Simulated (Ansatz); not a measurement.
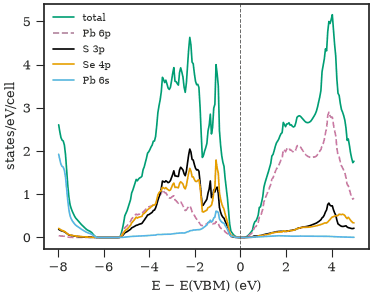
Fig. 1. Total and projected density of states of Pb2SeS in space group P4/mmm (No. 123; Pb on 1a, Pb on 1d, Se on 1c, S on 1b), the program Ansatz at the PBEsol level (PAW)

Question: Which orbitals carry the states next to the gap?

Answer: Top 1 eV of the valence band: Se 4p 41 %, S 3p 28 %, Pb 6s 19 %, Pb 6p 10 %. Bottom 1 eV of the conduction band: Pb 6p 68 %, S 3s 9 %, S 3p 7 %, Se 4s 6 %. Projections are on Löwdin-orthogonalised atomic valence shells; empty p or d shells of many metals are not among them.

Question: Where is the tallest occupied peak in this window, and what makes it?

Answer: Near -2.2 eV, about 4.6 states/eV per cell; the largest projected share is S 3p.

The first step of the workflow began from a Materials Project structure, measured or hypothetical; the Crystallography Open Database copy checked does not list it. With Se and S taken as one species the cell has the higher symmetry Fm-3m, so it may be an ordered model of a mixed-site phase. Whether it is the stable phase at ambient conditions was not checked. Symmetry was held in the PBEsol relaxation; of distortions, only those at the zone centre were tested. Scalar-relativistic: spin–orbit coupling is off unless named, which matters more the heavier the elements.

Potentials: the later of the program's two PAW sets.
